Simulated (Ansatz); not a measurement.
Start from SnO2 in the rutile structure (space group P4_2/mnm, No. 136; a = 4.828 Å, c = 3.238 Å).

One thing is altered: an isotropic linear strain of −3.00 %, atoms relaxed at fixed cell.

Calculations: PBE/PAW in Ansatz (a first-principles code), no spin-orbit coupling.

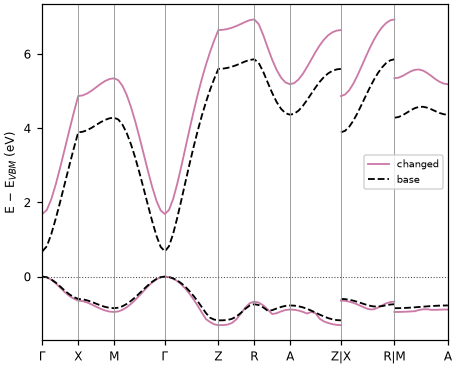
*Highest valence and lowest conduction band along the path, each from its own valence-band maximum*

Task: From the figure, how large is the changed gap, and is it direct?

Result: About 1.7 eV, direct at Γ.

Whether these cells are dynamically stable was not tested.
